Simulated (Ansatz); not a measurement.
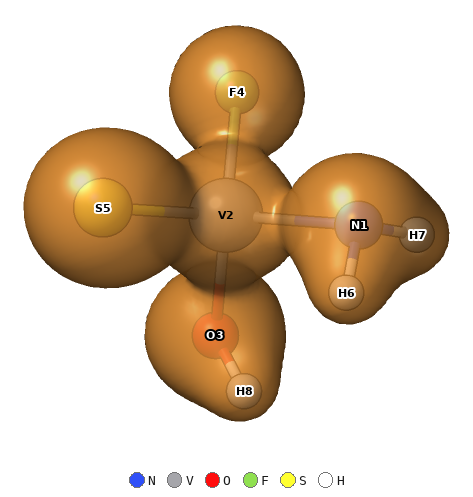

*FH3NOSV. Isosurface of the total electron density at 0.4 e/Å³ (orange), seen at a tilt.*

The calculation used Ansatz 0.2.0, SCF r2SCAN, Gaussian basis.

```xyz
8

N     1.5525    0.0315    0.1290
V    -0.4193    0.1515   -0.6017
O    -1.6596   -0.7259    0.6596
F    -0.4283   -0.7368   -2.3021
S    -0.9598    2.0482   -0.8467
H     1.4956    0.5711    1.0440
H     1.7401   -0.9279    0.3049
H    -1.2291   -0.4688    1.5573
```

**Which contacts does the surface bridge?**

At this value the surface is in one piece. It bridges the shortest V–F (1.92 Å), V–O (1.97 Å), V–S (1.99 Å) and V–N (2.11 Å) contacts, where the density stays above the isovalue. On the grid the lowest density along these lines, outside the cores, is 0.64 e/Å³ (V–F, 1.92 Å), 0.68 e/Å³ (V–O, 1.97 Å), 1.1 e/Å³ (V–S, 1.99 Å) and 0.59 e/Å³ (V–N, 2.11 Å).
